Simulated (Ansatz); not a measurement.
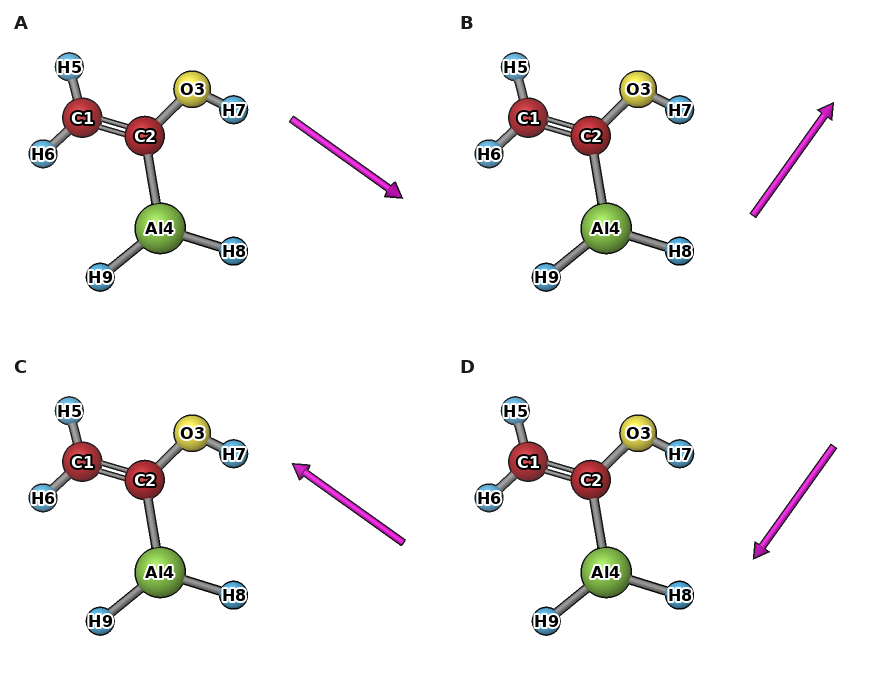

The same molecule four times, each with an arrow. The computed structure is the end point of a PBE-D4/def2-SVP optimisation. No frequency run is at hand to confirm it as a minimum. Method: RKS PBE-D4/def2-SVP (Ansatz 0.2.0).

### Which arrow points along the dipole moment, from the negative to the positive end?

A. The dipole moment is 0.94 D; it points from the side of H5 to the side of H8 (the outermost atoms at the two ends).
